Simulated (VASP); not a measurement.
Band structure of WC (wc). Method: vdW-DF2, VASP's PBE PAW potentials (set 64) (plane waves; VASP).

Unless said otherwise, spin-orbit coupling is left out, though it shifts the bands of the heavy elements here.

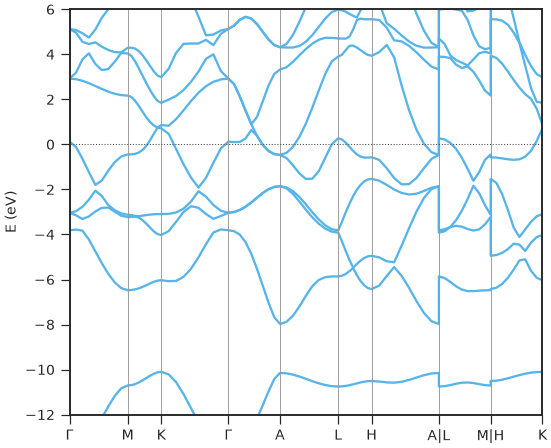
Figure: Bands along high-symmetry lines, zero at the valence-band maximum or, without a gap, the Fermi level

Task: Read the plot: is there a gap, and where are the band edges?

Result: It has no gap at this level: it comes out as a metal or semimetal. (Edges off the drawn lines would not show.)

The compound is WC in the wc structure. It was relaxed first, which changed the volume by +7 %.
